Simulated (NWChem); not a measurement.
# One shape, several levels: C2H2ClF2 (SMILES F[C](F)CCl)

Wanted: a comparison of 6 runs (UHF/STO-3G, UHF/3-21G, UB3LYP/6-31G*, UB3LYP/6-311G**, UCAM-B3LYP/6-311G**) of C2H2ClF2. 

Program for the calculation: NWChem 7.3.0.

### 1 Starting point

C2H2ClF2: 7 atoms, total charge 0, spin state doublet. SMILES: `F[C](F)CCl`. The shape is that of a GFN2-xTB optimisation. This is one conformer, not always the lowest.

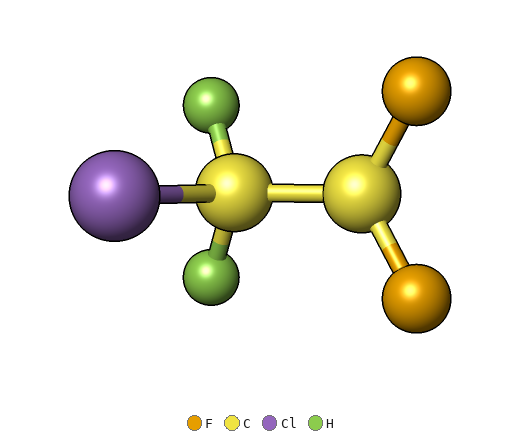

The structure, seen from a chosen angle (fluorine amber, carbon yellow, chlorine purple, hydrogen green).

### 2 Energy and forces at UHF/STO-3G (run 1)

Input file input.nw:

```
echo
START input
TITLE "C2H2ClF2"
memory total 2200 mb

GEOMETRY units angstrom noautosym nocenter noautoz
F        1.131180      -0.763200       1.305400
C        0.147820      -0.735720       0.412240
F        0.128720      -1.860440      -0.295160
C       -0.390130       0.486670      -0.089260
Cl       0.769930       1.293730      -1.370410
H       -0.477970       1.244740       0.682150
H       -1.309560       0.334220      -0.644960
END

BASIS spherical bse
* library STO-3G
END

SCF
doublet
uhf
thresh 1e-08
maxiter 80
print low
END

TASK scf gradient
```

Started as:

```console
nwchem input.nw > input.out
```

What it wrote:

```text
[...]
  functions       =    31
[...]
  wavefunction    = UHF
[...]
         Total SCF energy =   -726.579074361463
      One electron energy =  -1443.495268410253
      Two electron energy =    498.619177000645
 Nuclear repulsion energy =    218.297017048146
                       Sz =      0.5000
                 Sz(Sz+1) =      0.7500
                      S^2 =      0.7778
[...]
                         UHF ENERGY GRADIENTS
    atom               coordinates                        gradient
                 x          y          z           x          y          z
   1 F       2.137620  -1.442239   2.466848   -0.020299  -0.008029  -0.018753
   2 C       0.279339  -1.390309   0.779021   -0.003933   0.046479  -0.029238
   3 F       0.243246  -3.515722  -0.557772    0.004557   0.019118   0.020869
   4 C      -0.737239   0.919673  -0.168677   -0.004097  -0.063566   0.046138
   5 Cl      1.454957   2.444795  -2.589699    0.012233   0.007907  -0.013119
   6 H      -0.903232   2.352218   1.289077    0.005339  -0.001415  -0.003603
   7 H      -2.474710   0.631584  -1.218798    0.006200  -0.000494  -0.002295
 Task  times  cpu:        1.8s     wall:        1.8s
 Total times  cpu:        1.8s     wall:        1.8s
```

It took 2.4 s on 1 thread of Intel Xeon 6975P-C (Granite Rapids), shared host; peak memory 0.096 GiB.

### 3 Energy and forces at UHF/3-21G (run 2)

Input file struct.nw:

```
start struct
title "C2H2ClF2"
memory stack 880 mb heap 220 mb global 1100 mb
charge 0
geometry noautosym nocenter noautoz
F        1.131180      -0.763200       1.305400
C        0.147820      -0.735720       0.412240
F        0.128720      -1.860440      -0.295160
C       -0.390130       0.486670      -0.089260
Cl       0.769930       1.293730      -1.370410
H       -0.477970       1.244740       0.682150
H       -1.309560       0.334220      -0.644960
end
basis spherical bse
* library 3-21G
end
scf
doublet
uhf
thresh 1e-08
maxiter 80
print medium
end
task scf gradient
```

Started as:

```console
nwchem struct.nw > struct.out
```

What it wrote:

```text
[...]
  functions       =    53
[...]
  wavefunction    = UHF
[...]
         Total SCF energy =   -731.520366615099
      One electron energy =  -1446.450774476415
      Two electron energy =    496.633390813171
 Nuclear repulsion energy =    218.297017048146
                       Sz =      0.5000
                 Sz(Sz+1) =      0.7500
                      S^2 =      0.7826
[...]
                         UHF ENERGY GRADIENTS
    atom               coordinates                        gradient
                 x          y          z           x          y          z
   1 F       2.137620  -1.442239   2.466848   -0.010617  -0.007236  -0.004408
   2 C       0.279339  -1.390309   0.779021    0.013842   0.011158  -0.016182
   3 F       0.243246  -3.515722  -0.557772    0.000149   0.004506   0.012730
   4 C      -0.737239   0.919673  -0.168677    0.012715  -0.009548  -0.001458
   5 Cl      1.454957   2.444795  -2.589699   -0.009099  -0.006153   0.009909
   6 H      -0.903232   2.352218   1.289077    0.000362   0.007867   0.005886
   7 H      -2.474710   0.631584  -1.218798   -0.007353  -0.000595  -0.006477
[...]
```

Wall time 3.3 s (1 thread of Intel Xeon 6975P-C (Granite Rapids), shared host); peak memory 0.096 GiB.

Runs 3 to 4 aren't shown in full; the table further down has their settings and results.

### 4 Energy and gradient at UB3LYP/6-311G(d,p) (run 5)

Input file mol.nw:

```
start mol
memory 2200 mb
geometry units angstroms noautosym nocenter noautoz
 F      1.131180    -0.763200     1.305400
 C      0.147820    -0.735720     0.412240
 F      0.128720    -1.860440    -0.295160
 C     -0.390130     0.486670    -0.089260
 Cl     0.769930     1.293730    -1.370410
 H     -0.477970     1.244740     0.682150
 H     -1.309560     0.334220    -0.644960
end
basis spherical bse
 * library 6-311G**
end
dft
 xc b3lyp
 mult 2
 grid fine
 convergence energy 1e-08
 iterations 100
 mulliken
end
task dft gradient
```

Started as:

```console
nwchem mol.nw > mol.out
```

What it wrote:

```text
[...]
          Wavefunction type:  spin polarized.
          No. of atoms     :     7
          No. of electrons :    49
[...]
          Charge           :     0
          Spin multiplicity:     2
[...]
          AO basis - number of functions:   110
[...]
              XC Information
              --------------
                         B3LYP Method XC Potential
                     Hartree-Fock (Exact) Exchange  0.200
                        Slater Exchange Functional  0.800 local
                    Becke 1988 Exchange Functional  0.720 non-local
              Lee-Yang-Parr Correlation Functional  0.810
                  VWN I RPA Correlation Functional  0.190 local
[...]
 d= 0,ls=0.0,diis     1   -737.1585695843 -9.55D+02  9.61D-03  5.58D-01     2.9
[...]
 d= 0,ls=0.0,diis    12   -737.3388366840 -4.15D-09  2.08D-07  5.10D-10    28.8
[...]
         Total DFT energy =     -737.338836684020
      One electron energy =    -1451.545797289010
           Coulomb energy =      556.686718401393
    Exchange-Corr. energy =      -60.776774844549
 Nuclear repulsion energy =      218.297017048146
[...]
      <S2> =      0.7552 (Exact =     0.7500)
[...]
  wavefunction    = open shell
[...]
```

Wall time 35 s (1 thread of Intel Xeon 6975P-C (Granite Rapids), shared host); peak memory 0.12 GiB.

### 5 Energy and gradient at UCAM-B3LYP/6-311G(d,p) (run 6)

Input file run.py:

```python
from ase import Atoms
from ase.calculators.nwchem import NWChem

mol = Atoms(['F', 'C', 'F', 'C', 'Cl', 'H', 'H'], positions=[
    [1.131180, -0.763200, 1.305400],
    [0.147820, -0.735720, 0.412240],
    [0.128720, -1.860440, -0.295160],
    [-0.390130, 0.486670, -0.089260],
    [0.769930, 1.293730, -1.370410],
    [-0.477970, 1.244740, 0.682150],
    [-1.309560, 0.334220, -0.644960],
])

calc = NWChem(
    label='sp',
    theory='dft',
    memory='2200 mb',
    basis='6-311G**',
    basispar='spherical bse',
    dft={'xc': 'xcamb88 1.00 lyp 0.81 vwn_5 0.19 hfexch 1.00', 'cam': '0.33 cam_alpha 0.19 cam_beta 0.46', 'mult': '2', 'grid': 'fine', 'convergence': 'energy 1e-08', 'direct': None, 'iterations': '100', 'mulliken': None},
)
mol.calc = calc

forces = mol.get_forces()
print(f"energy = {mol.get_potential_energy():.6f} eV")
print("forces (eV/A):")
for s, f in zip(mol.symbols, forces):
    print(f"{s:2s} {f[0]:10.5f} {f[1]:10.5f} {f[2]:10.5f}")
```

Started as:

```console
export ASE_NWCHEM_COMMAND="nwchem PREFIX.nwi > PREFIX.nwo"
python run.py
```

What it wrote:

```text
energy = -20061.568131 eV
forces (eV/A):
F    -0.34612    0.26364   -0.48080
C     0.11781   -1.11329    0.68391
F     0.00195    0.64576    0.07698
C     0.43405    0.41996   -0.55865
Cl   -0.15756   -0.06253    0.14259
H    -0.05322   -0.10804    0.02185
H     0.00314   -0.04551    0.11411
```

The calculator wrote sp.nwi:

```
title "sp"

permanent_dir sp

scratch_dir sp

start sp

geometry units angstrom nocenter noautosym noautoz
  F  1.1311800000000001e+00 -7.6319999999999999e-01 1.3053999999999999e+00
  C  1.4782000000000001e-01 -7.3572000000000004e-01 4.1224000000000000e-01
  F  1.2872000000000000e-01 -1.8604400000000001e+00 -2.9515999999999998e-01
  C  -3.9012999999999998e-01 4.8666999999999999e-01 -8.9260000000000006e-02
  Cl 7.6993000000000000e-01 1.2937300000000000e+00 -1.3704099999999999e+00
  H  -4.7797000000000001e-01 1.2447400000000000e+00 6.8215000000000003e-01
  H  -1.3095600000000001e+00 3.3422000000000002e-01 -6.4495999999999998e-01
end

memory 2200 mb

basis spherical bse noprint
   * library 6-311G**
end

dft
  xc xcamb88 1.00 lyp 0.81 vwn_5 0.19 hfexch 1.00
  cam 0.33 cam_alpha 0.19 cam_beta 0.46
  mult 2
  grid fine
  convergence energy 1e-08
  direct
  iterations 100
  mulliken
end

task dft gradient
```

sp.nwo:

```text
Northwest Computational Chemistry Package (NWChem) 7.3.0
             --------------------------------------------------------

           Job information
           ---------------

    nwchem branch   = 7.3.0
    use scalapack   = T
    input           = sp.nwi
    prefix          = sp.
    data base       = sp/sp.db
    status          = startup
    nproc           =        1

           Memory information
           ------------------

[... 5 lines left out ...]
    hardfail = no
[... 128 lines left out ...]
          Convergence on energy requested:  1.00D-08
[... 35 lines left out ...]
          total energy or number of iterations.
[... 86 lines left out ...]
      One electron energy =    -1451.476146976167
[... 1712 lines left out ...]
          Convergence on energy requested:  1.00D-08
[... 35 lines left out ...]
          total energy or number of iterations.
[... 44 lines left out ...]
                 ----------------------------------------
                 |  Time  |  1-e(secs)   |  2-e(secs)   |
                 ----------------------------------------
                 |  CPU   |       0.01   |      22.93   |
                 ----------------------------------------
                 |  WALL  |       0.01   |      22.93   |
                 ----------------------------------------

 Task  times  cpu:       92.1s     wall:       92.1s
 Total times  cpu:       92.2s     wall:       92.2s
```

Run time: 93 s. Hardware: 1 thread of Intel Xeon 6975P-C (Granite Rapids), shared host; peak memory 0.12 GiB.

### 6 All runs side by side

```
run                                level  iteration cap  module  energy (Eh)   ⟨S²⟩  largest force (eV/Å)  wall time
  1                           UHF/STO-3G             80     scf  -726.579074  0.778                 4.044      2.4 s
  2                            UHF/3-21G             80     scf  -731.520367  0.783                 1.236      3.3 s
  3  UB3LYP/6-31G* (spherical functions)            100     dft  -737.217599  0.755                 1.291       46 s
  4  UB3LYP/6-31G* (Cartesian functions)            100     dft  -737.224333  0.755                 1.278       55 s
  5                      UB3LYP/6-311G**            100     dft  -737.338837  0.755                 1.123       35 s
  6                  UCAM-B3LYP/6-311G**            100     dft  -737.249037  0.757                 1.312       93 s
```

### 7 Results

```
                                 quantity          value
                      run 6: total energy  -737.24904 Eh
                     run 6: dipole moment         2.47 D
run 6: HOMO energy (highest over α and β)       -8.01 eV
 run 6: LUMO energy (lowest over α and β)       -1.51 eV
                              run 6: ⟨S²⟩          0.757
          run 6: largest force on an atom     1.312 eV/Å
```

Over runs 2, 4, 5, 6 the dipole moment (its size) runs from 2.41 D (UB3LYP/6-31G*) to 2.98 D (UHF/3-21G). The two ends differ in method and basis. Totals of different functionals can't be ranked against each other. In run 1 the basis is minimal, so the values are rough. All runs together took 3.9 min, the longest 93 s.
